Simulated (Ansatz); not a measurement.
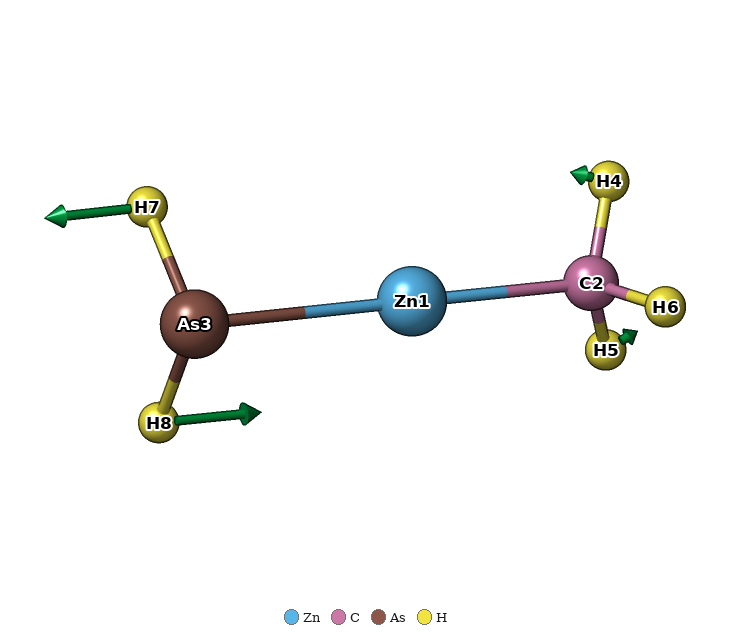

The arrows show one normal mode. Harmonic vibrations computed with RKS PBE0-D4/def2-TZVP (Ansatz 0.2.0) at a stationary point of the same level.

Q: What kind of motion is it?

A: Mostly H–As–Zn bending.

Q: Estimate its harmonic wavenumber.

A: 527 cm⁻¹; it is mode 6 of 18 counted from the lowest.
